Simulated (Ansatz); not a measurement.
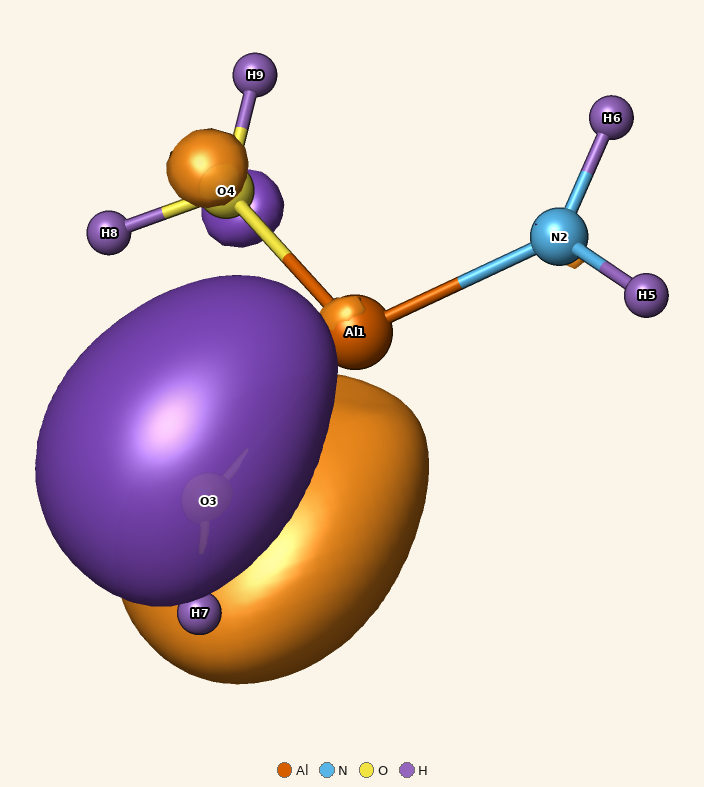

Figure 1: AlH$_{5}$NO$_{2}$ (SMILES [NH2][Al]([OH])[OH2+]) (charge +1). The HOMO−1 at ±0.1 Å⁻³ᐟ² (orange and purple are the two phases), seen at a tilt.

Geometry: BLYP-D3(BJ)/def2-SVP.

Level of theory: isolated molecule in a Gaussian basis; Kohn-Sham density functional theory, functional PBE0 in Ansatz.

```xyz
9

Al   -0.6366    0.2724   -1.4940
N    -0.7728   -0.4929   -3.0542
O    -1.3490    0.7183   -0.0486
O     1.0905    0.9642   -1.1722
H    -1.6403   -0.9224   -3.3935
H    -0.0409   -0.5925   -3.7640
H    -2.2170    0.6432    0.3788
H     1.2719    1.4175   -0.3168
H     1.9000    0.9619   -1.7274
```

Question: What is the character of this orbital?

Answer: It lies mainly on O3 (about 80 %); it changes sign across the molecular plane (π type). Its energy is −14.30 eV.
